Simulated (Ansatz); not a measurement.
## Run report: Si$_{3}$H$_{8}$O, molecular dynamics (part 1 of 2)

The run: molecular dynamics of Si$_{3}$H$_{8}$O. Method and program: RKS B3LYP-D4/6-31G* (Ansatz 0.2.0).

It belongs to a series of runs on one base structure; here: dynamics from the start. Figures and captions count atoms from 1; the log counts them from 0 in places.

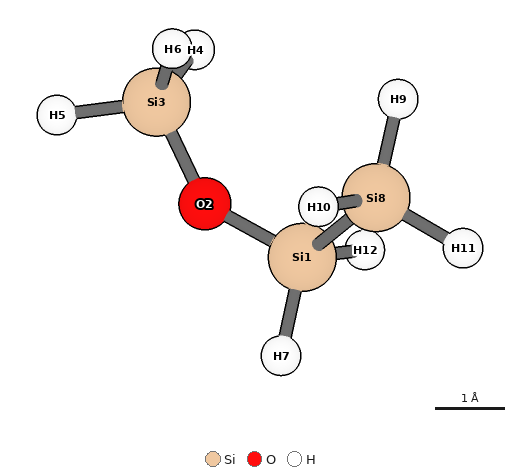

Fig. 1: The starting structure (ball-and-stick view, seen at a tilt; atoms are numbered from 1 in the order of the input).

## Input file
```yaml
crystal:
  periodic: [false, false, false]
  atoms:
    - { symbol: Si, position_ang: [0.076963, -0.043044, -0.053507] }
    - { symbol: O, position_ang: [-0.234267, -0.416264, 1.533547] }
    - { symbol: Si, position_ang: [-1.429282, -0.528891, 2.668637] }
    - { symbol: H, position_ang: [-2.372708, -1.629807, 2.333558] }
    - { symbol: H, position_ang: [-0.801825, -0.801921, 3.98486] }
    - { symbol: H, position_ang: [-2.199183, 0.743378, 2.744077] }
    - { symbol: H, position_ang: [1.548704, 0.113897, -0.201789] }
    - { symbol: Si, position_ang: [-1.021944, 1.923367, -0.727062] }
    - { symbol: H, position_ang: [-2.498724, 1.785015, -0.59006] }
    - { symbol: H, position_ang: [-0.587759, 3.098814, 0.077243] }
    - { symbol: H, position_ang: [-0.709642, 2.191, -2.16008] }
    - { symbol: H, position_ang: [-0.355833, -1.167643, -0.933122] }
basis:
  gaussian: { orbitals: "6-31G*" }
hamiltonian:
  xc: b3lyp
  dispersion: d4
md:
  timestep: 0.5
  n_steps: 100
  ensemble: nvt_langevin
  temperature: 700.0
  initial_velocities: maxwell_boltzmann
  seed: 344292
  friction: 0.01
```

Machine: 1 thread of Arm Neoverse V2, 24 GiB of memory available, shared host.

Command:
```bash
ansatz run input.yaml --threads 1 --pin off --max-ram 2048MiB --backend cpu --events-out ev --progress --plain --runs-dir out
```

## The program's output
```
Engine: ansatz 0.2.0, aarch64-unknown-linux-gnu
Functional definition: B3LYP
  parameter a0 = 0.2
  parameter ax = 0.72
  parameter ac = 0.81
  exchange = (1 - a0 - ax)*slater_x + ax*b88_x + a0*exact_x
  correlation = (1 - ac)*vwn_rpa_c + ac*lyp_c
930 factors; integrals over basis functions are off by at most 7.8e-4 eV
mean field evaluation 1: about -25807.5840 eV, gradient 5.1e1 eV
mean field evaluation 2: about -25793.8286 eV, gradient 9.9e1 eV
mean field evaluation 4: about -25812.0992 eV, gradient 1.5e0 eV
mean field evaluation 8: about -25812.1247 eV, gradient 4.0e-2 eV
mean field -25812.12468636 eV, -948.5780861371 hartree, gradient 1.4e-5 eV, S^2 0.000000; 0 other end points of the search recorded, 0 dependent functions left out
the calculation of the forces begins
reference -25812.12498695 eV, -948.5780971836 hartree; 29, 29 occupied and 59, 59 virtual orbitals, 930 factors
md step     0: t =     0.00 fs  T =   641.7 K  F+E_penalty+E_count = -25812.56737533 eV  E_kin = 0.995302 eV  (25 SCF iters)
these checks for a lower state are left out or cut short: starts, cluster_reference, orbital_swaps, neighbouring_geometries, increment
930 factors; integrals over basis functions are off by at most 7.6e-4 eV
mean field evaluation 16: about -25812.0913 eV, gradient 9.4e-1 eV
mean field -25812.11151665 eV, -948.5776021592 hartree, gradient 1.6e-5 eV, S^2 0.000000; 0 other end points of the search recorded, 0 dependent functions left out
the calculation of the forces begins
reference -25812.11181707 eV, -948.5776131995 hartree; 29, 29 occupied and 59, 59 virtual orbitals, 930 factors
md step     1: t =     0.50 fs  T =   648.1 K  F+E_penalty+E_count = -25812.55474269 eV  E_kin = 1.005252 eV  (26 SCF iters, 3 dispersion substeps)
[... from here on the SCF iterations and repeated set-up lines of each step are left out, up to the last step ...]
md step     2: t =     1.00 fs  T =   647.5 K  F+E_penalty+E_count = -25812.51883952 eV  E_kin = 1.004293 eV  (27 SCF iters, 3 dispersion substeps)
md step     3: t =     1.50 fs  T =   605.9 K  F+E_penalty+E_count = -25812.46495393 eV  E_kin = 0.939895 eV  (26 SCF iters, 3 dispersion substeps)
md step     4: t =     2.00 fs  T =   588.6 K  F+E_penalty+E_count = -25812.39930784 eV  E_kin = 0.912931 eV  (26 SCF iters, 3 dispersion substeps)
md step     5: t =     2.50 fs  T =   536.9 K  F+E_penalty+E_count = -25812.32814113 eV  E_kin = 0.832801 eV  (27 SCF iters, 3 dispersion substeps)
md step     6: t =     3.00 fs  T =   497.9 K  F+E_penalty+E_count = -25812.25792203 eV  E_kin = 0.772378 eV  (27 SCF iters, 3 dispersion substeps)
md step     7: t =     3.50 fs  T =   436.7 K  F+E_penalty+E_count = -25812.19785995 eV  E_kin = 0.677415 eV  (27 SCF iters, 3 dispersion substeps)
md step     8: t =     4.00 fs  T =   441.0 K  F+E_penalty+E_count = -25812.15502700 eV  E_kin = 0.684063 eV  (27 SCF iters, 3 dispersion substeps)
md step     9: t =     4.50 fs  T =   408.2 K  F+E_penalty+E_count = -25812.12894472 eV  E_kin = 0.633097 eV  (23 SCF iters, 3 dispersion substeps)
md step    10: t =     5.00 fs  T =   426.3 K  F+E_penalty+E_count = -25812.11372701 eV  E_kin = 0.661300 eV  (23 SCF iters, 3 dispersion substeps)
md step    11: t =     5.50 fs  T =   391.5 K  F+E_penalty+E_count = -25812.10479022 eV  E_kin = 0.607212 eV  (23 SCF iters, 3 dispersion substeps)
md step    12: t =     6.00 fs  T =   371.5 K  F+E_penalty+E_count = -25812.10208870 eV  E_kin = 0.576310 eV  (26 SCF iters, 3 dispersion substeps)
md step    13: t =     6.50 fs  T =   352.5 K  F+E_penalty+E_count = -25812.09999741 eV  E_kin = 0.546730 eV  (27 SCF iters, 3 dispersion substeps)
md step    14: t =     7.00 fs  T =   344.9 K  F+E_penalty+E_count = -25812.09608603 eV  E_kin = 0.534980 eV  (26 SCF iters, 3 dispersion substeps)
md step    15: t =     7.50 fs  T =   325.2 K  F+E_penalty+E_count = -25812.08879293 eV  E_kin = 0.504438 eV  (26 SCF iters, 3 dispersion substeps)
md step    16: t =     8.00 fs  T =   334.3 K  F+E_penalty+E_count = -25812.07110870 eV  E_kin = 0.518481 eV  (26 SCF iters, 3 dispersion substeps)
md step    17: t =     8.50 fs  T =   336.0 K  F+E_penalty+E_count = -25812.03955694 eV  E_kin = 0.521218 eV  (26 SCF iters, 3 dispersion substeps)
md step    18: t =     9.00 fs  T =   317.6 K  F+E_penalty+E_count = -25811.99259766 eV  E_kin = 0.492621 eV  (26 SCF iters, 3 dispersion substeps)
md step    19: t =     9.50 fs  T =   301.4 K  F+E_penalty+E_count = -25811.93062397 eV  E_kin = 0.467524 eV  (25 SCF iters, 3 dispersion substeps)
md step    20: t =    10.00 fs  T =   268.0 K  F+E_penalty+E_count = -25811.86078744 eV  E_kin = 0.415717 eV  (26 SCF iters, 3 dispersion substeps)
md step    21: t =    10.50 fs  T =   253.8 K  F+E_penalty+E_count = -25811.79449116 eV  E_kin = 0.393635 eV  (22 SCF iters, 3 dispersion substeps)
md step    22: t =    11.00 fs  T =   230.4 K  F+E_penalty+E_count = -25811.74210110 eV  E_kin = 0.357339 eV  (22 SCF iters, 3 dispersion substeps)
md step    23: t =    11.50 fs  T =   224.6 K  F+E_penalty+E_count = -25811.71499856 eV  E_kin = 0.348433 eV  (22 SCF iters, 3 dispersion substeps)
md step    24: t =    12.00 fs  T =   252.1 K  F+E_penalty+E_count = -25811.72376969 eV  E_kin = 0.390967 eV  (21 SCF iters, 3 dispersion substeps)
md step    25: t =    12.50 fs  T =   286.6 K  F+E_penalty+E_count = -25811.76648569 eV  E_kin = 0.444554 eV  (22 SCF iters, 3 dispersion substeps)
md step    26: t =    13.00 fs  T =   329.7 K  F+E_penalty+E_count = -25811.83361235 eV  E_kin = 0.511452 eV  (22 SCF iters, 3 dispersion substeps)
md step    27: t =    13.50 fs  T =   384.0 K  F+E_penalty+E_count = -25811.91555330 eV  E_kin = 0.595639 eV  (26 SCF iters, 3 dispersion substeps)
md step    28: t =    14.00 fs  T =   428.4 K  F+E_penalty+E_count = -25811.99876272 eV  E_kin = 0.664465 eV  (26 SCF iters, 3 dispersion substeps)
md step    29: t =    14.50 fs  T =   449.0 K  F+E_penalty+E_count = -25812.06927656 eV  E_kin = 0.696444 eV  (26 SCF iters, 3 dispersion substeps)
md step    30: t =    15.00 fs  T =   483.8 K  F+E_penalty+E_count = -25812.11732740 eV  E_kin = 0.750450 eV  (26 SCF iters, 3 dispersion substeps)
md step    31: t =    15.50 fs  T =   493.6 K  F+E_penalty+E_count = -25812.13908379 eV  E_kin = 0.765639 eV  (27 SCF iters, 3 dispersion substeps)
md step    32: t =    16.00 fs  T =   511.1 K  F+E_penalty+E_count = -25812.13770072 eV  E_kin = 0.792848 eV  (27 SCF iters, 3 dispersion substeps)
md step    33: t =    16.50 fs  T =   479.3 K  F+E_penalty+E_count = -25812.11862317 eV  E_kin = 0.743490 eV  (27 SCF iters, 3 dispersion substeps)
md step    34: t =    17.00 fs  T =   498.2 K  F+E_penalty+E_count = -25812.08877162 eV  E_kin = 0.772828 eV  (27 SCF iters, 3 dispersion substeps)
md step    35: t =    17.50 fs  T =   479.2 K  F+E_penalty+E_count = -25812.05868473 eV  E_kin = 0.743374 eV  (27 SCF iters, 3 dispersion substeps)
md step    36: t =    18.00 fs  T =   481.7 K  F+E_penalty+E_count = -25812.04094807 eV  E_kin = 0.747223 eV  (27 SCF iters, 3 dispersion substeps)
md step    37: t =    18.50 fs  T =   457.8 K  F+E_penalty+E_count = -25812.04175387 eV  E_kin = 0.710095 eV  (27 SCF iters, 3 dispersion substeps)
md step    38: t =    19.00 fs  T =   494.1 K  F+E_penalty+E_count = -25812.06221723 eV  E_kin = 0.766408 eV  (27 SCF iters, 3 dispersion substeps)
md step    39: t =    19.50 fs  T =   524.7 K  F+E_penalty+E_count = -25812.09479112 eV  E_kin = 0.813799 eV  (25 SCF iters, 3 dispersion substeps)
md step    40: t =    20.00 fs  T =   552.7 K  F+E_penalty+E_count = -25812.13134166 eV  E_kin = 0.857372 eV  (27 SCF iters, 3 dispersion substeps)
md step    41: t =    20.50 fs  T =   558.9 K  F+E_penalty+E_count = -25812.16698610 eV  E_kin = 0.866936 eV  (27 SCF iters, 3 dispersion substeps)
md step    42: t =    21.00 fs  T =   541.8 K  F+E_penalty+E_count = -25812.19825372 eV  E_kin = 0.840326 eV  (27 SCF iters, 3 dispersion substeps)
md step    43: t =    21.50 fs  T =   538.1 K  F+E_penalty+E_count = -25812.22143330 eV  E_kin = 0.834597 eV  (27 SCF iters, 3 dispersion substeps)
md step    44: t =    22.00 fs  T =   527.8 K  F+E_penalty+E_count = -25812.23264856 eV  E_kin = 0.818675 eV  (27 SCF iters, 3 dispersion substeps)
md step    45: t =    22.50 fs  T =   501.7 K  F+E_penalty+E_count = -25812.23007226 eV  E_kin = 0.778124 eV  (27 SCF iters, 3 dispersion substeps)
md step    46: t =    23.00 fs  T =   530.8 K  F+E_penalty+E_count = -25812.21575290 eV  E_kin = 0.823290 eV  (27 SCF iters, 3 dispersion substeps)
md step    47: t =    23.50 fs  T =   519.9 K  F+E_penalty+E_count = -25812.19071936 eV  E_kin = 0.806404 eV  (27 SCF iters, 3 dispersion substeps)
md step    48: t =    24.00 fs  T =   508.9 K  F+E_penalty+E_count = -25812.15576335 eV  E_kin = 0.789331 eV  (27 SCF iters, 3 dispersion substeps)
md step    49: t =    24.50 fs  T =   486.6 K  F+E_penalty+E_count = -25812.11203002 eV  E_kin = 0.754847 eV  (26 SCF iters, 3 dispersion substeps)
md step    50: t =    25.00 fs  T =   448.8 K  F+E_penalty+E_count = -25812.06484061 eV  E_kin = 0.696092 eV  (27 SCF iters, 3 dispersion substeps)
md step    51: t =    25.50 fs  T =   420.7 K  F+E_penalty+E_count = -25812.02590641 eV  E_kin = 0.652512 eV  (27 SCF iters, 3 dispersion substeps)
md step    52: t =    26.00 fs  T =   416.4 K  F+E_penalty+E_count = -25811.99957251 eV  E_kin = 0.645872 eV  (22 SCF iters, 3 dispersion substeps)
md step    53: t =    26.50 fs  T =   384.1 K  F+E_penalty+E_count = -25811.98583560 eV  E_kin = 0.595845 eV  (23 SCF iters, 3 dispersion substeps)
md step    54: t =    27.00 fs  T =   397.1 K  F+E_penalty+E_count = -25811.98620701 eV  E_kin = 0.615943 eV  (23 SCF iters, 3 dispersion substeps)
md step    55: t =    27.50 fs  T =   405.8 K  F+E_penalty+E_count = -25811.99823691 eV  E_kin = 0.629510 eV  (23 SCF iters, 3 dispersion substeps)
md step    56: t =    28.00 fs  T =   402.2 K  F+E_penalty+E_count = -25812.01865882 eV  E_kin = 0.623790 eV  (27 SCF iters, 3 dispersion substeps)
md step    57: t =    28.50 fs  T =   411.1 K  F+E_penalty+E_count = -25812.04161817 eV  E_kin = 0.637697 eV  (27 SCF iters, 3 dispersion substeps)
md step    58: t =    29.00 fs  T =   401.9 K  F+E_penalty+E_count = -25812.05762649 eV  E_kin = 0.623409 eV  (27 SCF iters, 3 dispersion substeps)
md step    59: t =    29.50 fs  T =   432.3 K  F+E_penalty+E_count = -25812.06229286 eV  E_kin = 0.670497 eV  (26 SCF iters, 3 dispersion substeps)
md step    60: t =    30.00 fs  T =   448.4 K  F+E_penalty+E_count = -25812.05535826 eV  E_kin = 0.695481 eV  (27 SCF iters, 3 dispersion substeps)
md step    61: t =    30.50 fs  T =   427.8 K  F+E_penalty+E_count = -25812.03520033 eV  E_kin = 0.663613 eV  (27 SCF iters, 3 dispersion substeps)
md step    62: t =    31.00 fs  T =   418.2 K  F+E_penalty+E_count = -25812.00316897 eV  E_kin = 0.648615 eV  (27 SCF iters, 3 dispersion substeps)
md step    63: t =    31.50 fs  T =   378.0 K  F+E_penalty+E_count = -25811.96465582 eV  E_kin = 0.586354 eV  (27 SCF iters, 3 dispersion substeps)
md step    64: t =    32.00 fs  T =   352.8 K  F+E_penalty+E_count = -25811.92717828 eV  E_kin = 0.547213 eV  (22 SCF iters, 3 dispersion substeps)
md step    65: t =    32.50 fs  T =   342.9 K  F+E_penalty+E_count = -25811.89964719 eV  E_kin = 0.531827 eV  (23 SCF iters, 3 dispersion substeps)
md step    66: t =    33.00 fs  T =   344.7 K  F+E_penalty+E_count = -25811.88625985 eV  E_kin = 0.534684 eV  (23 SCF iters, 3 dispersion substeps)
md step    67: t =    33.50 fs  T =   363.6 K  F+E_penalty+E_count = -25811.88269900 eV  E_kin = 0.563973 eV  (22 SCF iters, 3 dispersion substeps)
md step    68: t =    34.00 fs  T =   370.0 K  F+E_penalty+E_count = -25811.88620383 eV  E_kin = 0.573936 eV  (23 SCF iters, 3 dispersion substeps)
md step    69: t =    34.50 fs  T =   406.3 K  F+E_penalty+E_count = -25811.89967550 eV  E_kin = 0.630218 eV  (23 SCF iters, 3 dispersion substeps)
md step    70: t =    35.00 fs  T =   431.3 K  F+E_penalty+E_count = -25811.91959880 eV  E_kin = 0.669075 eV  (23 SCF iters, 3 dispersion substeps)
md step    71: t =    35.50 fs  T =   474.5 K  F+E_penalty+E_count = -25811.94136439 eV  E_kin = 0.735969 eV  (27 SCF iters, 3 dispersion substeps)
md step    72: t =    36.00 fs  T =   493.5 K  F+E_penalty+E_count = -25811.96255302 eV  E_kin = 0.765405 eV  (27 SCF iters, 3 dispersion substeps)
md step    73: t =    36.50 fs  T =   511.5 K  F+E_penalty+E_count = -25811.97981469 eV  E_kin = 0.793379 eV  (27 SCF iters, 3 dispersion substeps)
md step    74: t =    37.00 fs  T =   518.3 K  F+E_penalty+E_count = -25811.98981820 eV  E_kin = 0.803983 eV  (27 SCF iters, 3 dispersion substeps)
md step    75: t =    37.50 fs  T =   542.0 K  F+E_penalty+E_count = -25811.99489343 eV  E_kin = 0.840745 eV  (27 SCF iters, 3 dispersion substeps)
md step    76: t =    38.00 fs  T =   532.0 K  F+E_penalty+E_count = -25811.99316324 eV  E_kin = 0.825246 eV  (27 SCF iters, 3 dispersion substeps)
md step    77: t =    38.50 fs  T =   568.9 K  F+E_penalty+E_count = -25811.98345195 eV  E_kin = 0.882410 eV  (27 SCF iters, 3 dispersion substeps)
md step    78: t =    39.00 fs  T =   556.7 K  F+E_penalty+E_count = -25811.96374800 eV  E_kin = 0.863477 eV  (27 SCF iters, 3 dispersion substeps)
md step    79: t =    39.50 fs  T =   510.8 K  F+E_penalty+E_count = -25811.93391241 eV  E_kin = 0.792342 eV  (27 SCF iters, 3 dispersion substeps)
md step    80: t =    40.00 fs  T =   475.5 K  F+E_penalty+E_count = -25811.89801306 eV  E_kin = 0.737517 eV  (26 SCF iters, 3 dispersion substeps)
md step    81: t =    40.50 fs  T =   463.2 K  F+E_penalty+E_count = -25811.85813908 eV  E_kin = 0.718445 eV  (27 SCF iters, 3 dispersion substeps)
md step    82: t =    41.00 fs  T =   423.1 K  F+E_penalty+E_count = -25811.81937815 eV  E_kin = 0.656351 eV  (27 SCF iters, 3 dispersion substeps)
md step    83: t =    41.50 fs  T =   410.6 K  F+E_penalty+E_count = -25811.79060832 eV  E_kin = 0.636862 eV  (23 SCF iters, 3 dispersion substeps)
md step    84: t =    42.00 fs  T =   387.9 K  F+E_penalty+E_count = -25811.77653024 eV  E_kin = 0.601623 eV  (22 SCF iters, 3 dispersion substeps)
md step    85: t =    42.50 fs  T =   420.9 K  F+E_penalty+E_count = -25811.78030450 eV  E_kin = 0.652821 eV  (23 SCF iters, 3 dispersion substeps)
md step    86: t =    43.00 fs  T =   447.3 K  F+E_penalty+E_count = -25811.80107804 eV  E_kin = 0.693796 eV  (23 SCF iters, 3 dispersion substeps)
md step    87: t =    43.50 fs  T =   467.4 K  F+E_penalty+E_count = -25811.83256449 eV  E_kin = 0.724931 eV  (27 SCF iters, 3 dispersion substeps)
md step    88: t =    44.00 fs  T =   464.2 K  F+E_penalty+E_count = -25811.86839793 eV  E_kin = 0.720030 eV  (27 SCF iters, 3 dispersion substeps)
md step    89: t =    44.50 fs  T =   482.3 K  F+E_penalty+E_count = -25811.89991648 eV  E_kin = 0.748167 eV  (27 SCF iters, 3 dispersion substeps)
md step    90: t =    45.00 fs  T =   529.0 K  F+E_penalty+E_count = -25811.91881816 eV  E_kin = 0.820571 eV  (27 SCF iters, 3 dispersion substeps)
md step    91: t =    45.50 fs  T =   494.2 K  F+E_penalty+E_count = -25811.92086028 eV  E_kin = 0.766495 eV  (27 SCF iters, 3 dispersion substeps)
md step    92: t =    46.00 fs  T =   467.1 K  F+E_penalty+E_count = -25811.90916181 eV  E_kin = 0.724577 eV  (27 SCF iters, 3 dispersion substeps)
md step    93: t =    46.50 fs  T =   420.2 K  F+E_penalty+E_count = -25811.89132777 eV  E_kin = 0.651752 eV  (27 SCF iters, 3 dispersion substeps)
md step    94: t =    47.00 fs  T =   395.4 K  F+E_penalty+E_count = -25811.87638268 eV  E_kin = 0.613372 eV  (27 SCF iters, 3 dispersion substeps)
md step    95: t =    47.50 fs  T =   396.8 K  F+E_penalty+E_count = -25811.87053483 eV  E_kin = 0.615486 eV  (23 SCF iters, 3 dispersion substeps)
md step    96: t =    48.00 fs  T =   431.0 K  F+E_penalty+E_count = -25811.87586244 eV  E_kin = 0.668603 eV  (22 SCF iters, 3 dispersion substeps)
md step    97: t =    48.50 fs  T =   447.7 K  F+E_penalty+E_count = -25811.89276471 eV  E_kin = 0.694393 eV  (23 SCF iters, 3 dispersion substeps)
md step    98: t =    49.00 fs  T =   462.8 K  F+E_penalty+E_count = -25811.92032430 eV  E_kin = 0.717908 eV  (23 SCF iters, 3 dispersion substeps)
md step    99: t =    49.50 fs  T =   477.4 K  F+E_penalty+E_count = -25811.95824293 eV  E_kin = 0.740474 eV  (23 SCF iters, 3 dispersion substeps)
these checks for a lower state are left out or cut short: starts, cluster_reference, orbital_swaps, neighbouring_geometries, increment
930 factors; integrals over basis functions are off by at most 7.8e-4 eV
mean field -25811.55395794 eV, -948.5571122545 hartree, gradient 1.0e-5 eV, S^2 0.000000; 0 other end points of the search recorded, 0 dependent functions left out
the calculation of the forces begins
reference -25811.55426180 eV, -948.5571234213 hartree; 29, 29 occupied and 59, 59 virtual orbitals, 930 factors
930 factors; integrals over basis functions are off by at most 7.8e-4 eV
mean field evaluation 768: about -25811.5540 eV, gradient 2.1e-5 eV
mean field -25811.55395794 eV, -948.5571122545 hartree, gradient 1.0e-5 eV, S^2 0.000000; 1 other end points of the search recorded, 0 dependent functions left out
the calculation of the forces begins
reference -25811.55426180 eV, -948.5571234213 hartree; 29, 29 occupied and 59, 59 virtual orbitals, 930 factors
md step   100: t =    50.00 fs  T =   474.3 K  F+E_penalty+E_count = -25812.00146372 eV  E_kin = 0.735773 eV  (26 SCF iters, 3 dispersion substeps)
```

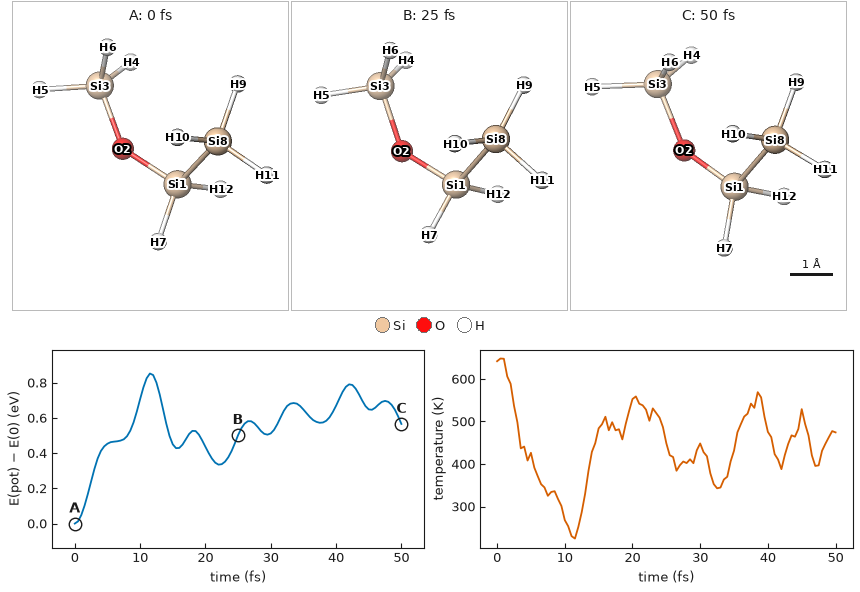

Fig. 2: Frames of the molecular dynamics (ball-and-stick, seen at a tilt) above the curves, on which the letters mark them. The trajectory kept here has 101 frames over 50 fs. The temperature starts at 642 K, ranges from 225 to 648 K and averages 442 K over the second half. The potential energy ends 0.566 eV above its first value. After an unweighted best fit of the last frame on the first, the root-mean-square displacement is 0.21 Å, and H6 has moved furthest (0.36 Å).
